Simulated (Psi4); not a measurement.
# triplet CH8Si2 at 5 levels

Wanted: a comparison of 5 runs (U-revPBE/def2-SVP, U-wB97X/def2-SVP, UCAM-B3LYP/def2-SVP, UM06-2X/def2-SVP, UTPSS/def2-SVP) of triplet CH8Si2. 

The calculation is run with Psi4 1.11.

### 1 The system as given

The species is CH8Si2 (11 atoms), meant as a triplet with charge 0. As SMILES of the parent species, `[SiH3]C[SiH3]`. The coordinates come from a PBE0-D4/def2-TZVP relaxation. That shape belongs to the parent species and isn't relaxed for this state.

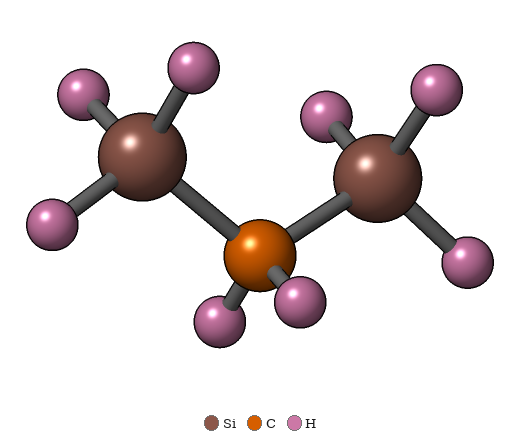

The structure, seen from a chosen angle (silicon brown, carbon orange, hydrogen pink).

### 2 Energy and gradient at U-revPBE/def2-SVP (run 1)

Input file job.py:

```python
import psi4

psi4.set_memory('2200 MB')
psi4.set_num_threads(1)
psi4.set_output_file('ch8si2.out', False)

m = psi4.geometry("""
0 3
Si    -2.19015478     1.95533742    -0.65131301
C     -0.54110418    -1.17435140    -0.69086497
Si     2.52312453    -1.23274394     1.07636910
H     -4.60299489     1.84588448    -2.09096306
H     -0.55465351     3.92858944    -1.80574670
H     -2.76616220     2.71517739     1.99294297
H     -1.80298770    -2.60332450     0.11476307
H     -0.18791437    -1.71743979    -2.65652029
H      2.09882432    -0.57517594     3.77616413
H      4.31246840     0.63630858    -0.02192082
H      3.71153549    -3.77828062     0.95707069
units au
symmetry c1
no_reorient
no_com
""")

options = {'basis': 'def2-SVP', 'reference': 'uks', 'puream': True, 'e_convergence': 1e-09, 'd_convergence': 1e-08, 'scf_type': 'pk', 'dft_radial_points': 99, 'dft_spherical_points': 590, 'maxiter': 100}
psi4.set_options(options)

energy_value, wavefunction = psi4.gradient("REVPBE", molecule=m, return_wfn=True)
print('gradient / Eh bohr^-1')
print(energy_value.np.round(6))
print(f'energy = {wavefunction.energy():.10f} Eh')
```

Run with:

```bash
$ python job.py
```

ch8si2.out:

```text
[...]
  Running in c1 symmetry.
[...]
  Nuclear repulsion =  151.529950718332515
[...]
  Multiplicity = 3
[...]
  Nalpha       = 22
  Nbeta        = 20
[...]
    Number of basis functions: 90
[...]
   @UKS iter   1:  -620.85667880914423    2.21802e-01   9.10974e-03 ADIIS/DIIS
[...]
   @UKS iter  22:  -621.27161093788561   -9.09495e-13   3.95837e-09 DIIS
[...]
   @S^2 Observed:                2.004334851E+00
[...]
  @UKS Final Energy:  -621.27161093788561
   => Energetics <=
    Nuclear Repulsion Energy =            151.5299507183325147
    One-Electron Energy =               -1158.2192905842666732
    Two-Electron Energy =                 435.3921802285340164
    DFT Exchange-Correlation Energy =     -49.9744513004855051
    Empirical Dispersion Energy =           0.0000000000000000
    VV10 Nonlocal Energy =                  0.0000000000000000
    Total Energy =                       -621.2716109378856117
[...]
  -Total Gradient:
     Atom            X                  Y                   Z
    ------   -----------------  -----------------  -----------------
       1       -0.002131991246    -0.060501817822    -0.020566417875
       2        0.021016085675     0.045671127985     0.026963118549
       3       -0.041401997868    -0.033941525227    -0.034964229628
       4        0.011702496009     0.012869908938     0.010871278235
       5       -0.005430599212     0.000092888824     0.005126114636
       6        0.001294559565     0.003711903261    -0.006321965591
       7        0.009917350911     0.011263537430    -0.006291540277
       8       -0.002744412133     0.004303292358     0.015438397078
       9        0.005729679035     0.000710977534    -0.004693076573
      10       -0.000882916560    -0.002980411989     0.006792791235
      11        0.002934658965     0.018806432787     0.007649236235
[...]
```

Standard output:

```text
gradient / Eh bohr^-1
[[-2.1320e-03 -6.0502e-02 -2.0566e-02]
 [ 2.1016e-02  4.5671e-02  2.6963e-02]
 [-4.1402e-02 -3.3942e-02 -3.4964e-02]
 [ 1.1702e-02  1.2870e-02  1.0871e-02]
 [-5.4310e-03  9.3000e-05  5.1260e-03]
 [ 1.2950e-03  3.7120e-03 -6.3220e-03]
 [ 9.9170e-03  1.1264e-02 -6.2920e-03]
 [-2.7440e-03  4.3030e-03  1.5438e-02]
 [ 5.7300e-03  7.1100e-04 -4.6930e-03]
 [-8.8300e-04 -2.9800e-03  6.7930e-03]
 [ 2.9350e-03  1.8806e-02  7.6490e-03]]
energy = -621.2716109379 Eh
```

Run time: 62 s. Hardware: 1 thread of Intel Xeon Platinum 8488C (Sapphire Rapids), shared host; peak memory 1 GiB.

### 3 A single-point energy at U-wB97X/def2-SVP (run 2)

Input file ch8si2.inp:

```
memory 2200 mb

molecule m {
  0 3
  Si    -1.158980     1.034720    -0.344660
  C     -0.286340    -0.621440    -0.365590
  Si     1.335180    -0.652340     0.569590
  H     -2.435800     0.976800    -1.106490
  H     -0.293510     2.078920    -0.955560
  H     -1.463790     1.436810     1.054620
  H     -0.954100    -1.377620     0.060730
  H     -0.099440    -0.908830    -1.405770
  H      1.110650    -0.304370     1.998260
  H      2.282060     0.336720    -0.011600
  H      1.964060    -1.999380     0.506460
  units angstrom
  symmetry c1
}

set basis def2-SVP
set reference uks
set puream true
set e_convergence 1e-09
set d_convergence 1e-08
set scf_type pk
set dft_radial_points 99
set dft_spherical_points 590
set maxiter 100

energy('wb97x')
print_variables()
```

Run with:

```bash
$ psi4 ch8si2.inp ch8si2.out -n 1
```

ch8si2.out:

```text
[...]
  Running in c1 symmetry.
[...]
  Nuclear repulsion =  151.529950661497395
[...]
  Multiplicity = 3
[...]
  Nalpha       = 22
  Nbeta        = 20
[...]
    Number of basis functions: 90
[...]
   @UKS iter   1:  -621.18166660559996   -1.55754e-01   5.38193e-03 ADIIS/DIIS
[...]
   @UKS iter  21:  -621.35284592261178   -7.27596e-12   4.06268e-09 DIIS
[...]
   @S^2 Observed:                2.008966084E+00
[...]
  @UKS Final Energy:  -621.35284592261178
   => Energetics <=
    Nuclear Repulsion Energy =            151.5299506614973950
    One-Electron Energy =               -1157.8898028330042962
    Two-Electron Energy =                 421.8850377028741718
    DFT Exchange-Correlation Energy =     -36.8780314539791902
    Empirical Dispersion Energy =           0.0000000000000000
    VV10 Nonlocal Energy =                  0.0000000000000000
    Total Energy =                       -621.3528459226120049
[...]
 Multipole Moments:
 ------------------------------------------------------------------------------------
     Multipole            Electronic (a.u.)      Nuclear  (a.u.)        Total (a.u.)
 ------------------------------------------------------------------------------------
 L = 1.  Multiply by 2.5417464519 to convert [e a0] to [Debye]
 Dipole X            :         -0.1690600           -0.0521295           -0.2211895
 Dipole Y            :         -0.3664815           -0.1130379           -0.4795194
 Dipole Z            :         -0.2156328           -0.0664233           -0.2820561
 Magnitude           :                                                    0.5986813
[...]
```

Wall time 56 s (1 thread of Intel Xeon Platinum 8488C (Sapphire Rapids), shared host); peak memory 1.1 GiB.

Runs 3 to 4 aren't shown in full; the table further down has their settings and results.

### 4 A single-point energy at UTPSS/def2-SVP (run 5)

Input file ch8si2.json:

```json
{
 "schema_name": "qcschema_input",
 "schema_version": 1,
 "molecule": {
  "schema_name": "qcschema_molecule",
  "schema_version": 2,
  "symbols": ["Si", "C", "Si", "H", "H", "H", "H", "H", "H", "H", "H"],
  "geometry": [-2.19015478, 1.95533742, -0.65131301, -0.54110418, -1.1743514, -0.69086497, 2.52312453, -1.23274394, 1.0763691, -4.60299489, 1.84588448, -2.09096306, -0.55465351, 3.92858944, -1.8057467, -2.7661622, 2.71517739, 1.99294297, -1.8029877, -2.6033245, 0.11476307, -0.18791437, -1.71743979, -2.65652029, 2.09882432, -0.57517594, 3.77616413, 4.3124684, 0.63630858, -0.02192082, 3.71153549, -3.77828062, 0.95707069],
  "molecular_charge": 0,
  "molecular_multiplicity": 3,
  "fix_symmetry": "c1"
 },
 "driver": "energy",
 "model": {
  "method": "tpss",
  "basis": "def2-SVP"
 },
 "keywords": {
  "reference": "uks",
  "puream": true,
  "e_convergence": 1e-09,
  "d_convergence": 1e-08,
  "scf_type": "pk",
  "dft_radial_points": 99,
  "dft_spherical_points": 590,
  "maxiter": 100,
  "scf_properties": ["MULLIKEN_CHARGES", "DIPOLE", "LOWDIN_CHARGES"]
 }
}
```

Run with:

```bash
$ psi4 --qcschema ch8si2.json -n 1 --memory 2200MB
```

stdout:

```text
[...]
  Running in c1 symmetry.
[...]
  Nuclear repulsion =  151.529950718332515
[...]
  Multiplicity = 3
[...]
  Nalpha       = 22
  Nbeta        = 20
[...]
    Number of basis functions: 90
[...]
   @UKS iter   1:  -621.08227383151257    1.62677e-01   8.84174e-03 ADIIS/DIIS
[...]
   @UKS iter  19:  -621.47427228785921   -5.34328e-12   8.20334e-09 DIIS
[...]
   @S^2 Observed:                2.006283598E+00
[...]
  @UKS Final Energy:  -621.47427228785921
   => Energetics <=
    Nuclear Repulsion Energy =            151.5299507183325147
    One-Electron Energy =               -1158.0714398331074335
    Two-Electron Energy =                 435.2656565012940746
    DFT Exchange-Correlation Energy =     -50.1984396743784060
    Empirical Dispersion Energy =           0.0000000000000000
    VV10 Nonlocal Energy =                  0.0000000000000000
    Total Energy =                       -621.4742722878592076
[...]
 Multipole Moments:
 ------------------------------------------------------------------------------------
     Multipole            Electronic (a.u.)      Nuclear  (a.u.)        Total (a.u.)
 ------------------------------------------------------------------------------------
 L = 1.  Multiply by 2.5417464519 to convert [e a0] to [Debye]
 Dipole X            :         -0.2074634           -0.0521295           -0.2595929
 Dipole Y            :         -0.4500848           -0.1130379           -0.5631226
 Dipole Z            :         -0.2646865           -0.0664232           -0.3311097
 Magnitude           :                                                    0.7029433
[...]
```

The result, in JSON:

```text
{
 "driver": "energy",
 "model": {
  "method": "tpss",
  "basis": "def2-SVP"
 },
 "success": true,
 "return_result": -621.4742722878592,
 "properties": {
  "calcinfo_nbasis": 90,
  "calcinfo_nmo": 90,
  "calcinfo_nalpha": 22,
  "calcinfo_nbeta": 20,
  "calcinfo_natom": 11,
  "nuclear_repulsion_energy": 151.52995071833251,
  "return_energy": -621.4742722878592,
  "scf_one_electron_energy": -1158.0714398331074,
  "scf_two_electron_energy": 435.2656565012941,
  "scf_xc_energy": -50.198439674378406,
  "scf_dipole_moment": [-0.2595929338690889, -0.563122631963803, -0.33110971547766355],
  "scf_total_energy": -621.4742722878592,
  "scf_iterations": 19
 }
}
```

Wall time 2.2 min (1 thread of Intel Xeon Platinum 8488C (Sapphire Rapids), shared host); peak memory 1.5 GiB.

### 5 All runs side by side

```csv
run,level,task,energy (Eh),dipole moment (D),HOMO energy (eV),⟨S²⟩,wall time
1,U-revPBE/def2-SVP,gradient,-621.271611,1.73,-0.84,2.004,62 s
2,U-wB97X/def2-SVP,energy,-621.352846,1.52,-2.68,2.009,56 s
3,UCAM-B3LYP/def2-SVP,energy,-621.360591,1.39,-2.06,2.008,59 s
4,UM06-2X/def2-SVP,gradient,-621.316930,1.28,-2.01,2.007,99 s
5,UTPSS/def2-SVP,energy,-621.474272,1.79,-0.81,2.006,2.2 min
```

### 6 Results

```
                                 quantity          value
                      run 5: total energy  -621.47427 Eh
                     run 5: dipole moment         1.79 D
run 5: HOMO energy (highest over α and β)       -0.81 eV
                              run 5: ⟨S²⟩          2.006
```

**Reading.** The dipole moment (its size) runs from 1.28 D (UM06-2X/def2-SVP) to 1.79 D (UTPSS/def2-SVP). Totals of different functionals can't be ranked against each other. All runs together took 6.8 min, the longest 2.2 min.
